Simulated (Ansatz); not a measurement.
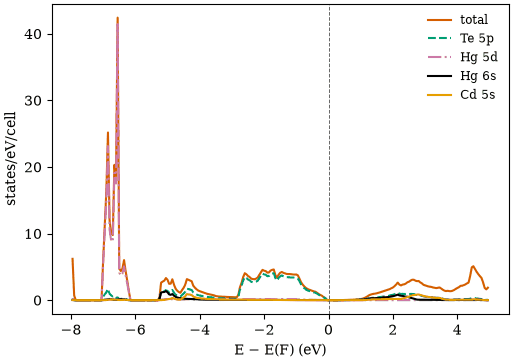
Figure: Total and projected density of states of CdHgTe2 in space group R3m (No. 160; Cd on 3a, Hg on 3a, Te on 3a, Te on 3a), the program Ansatz at the PBEsol level (PAW)

Problem. Which orbitals carry the states next to the Fermi level?

Solution. Within 0.5 eV of the Fermi level: Te 5p 88 %, Hg 5d 6 %. Projections are on Löwdin-orthogonalised atomic valence shells; empty p or d shells of many metals are not among them.

Problem. Where is the tallest occupied peak in this window, and what makes it?

Solution. Near -6.5 eV, about 42 states/eV per cell; the largest projected share is Hg 5d.

The workflow started from a Materials Project entry (that database holds measured and hypothetical structures alike); the Crystallography Open Database copy checked does not list it. With Cd and Hg taken as one species the cell has the higher symmetry F-43m, so it may be an ordered model of a mixed-site phase. Its standing as an ambient phase is unchecked. Symmetry was held in the PBEsol relaxation; whether a distortion lowers the energy is not shown. Scalar-relativistic: spin–orbit coupling is off unless named, which matters more the heavier the elements.

Potentials: the later of the program's two PAW sets.
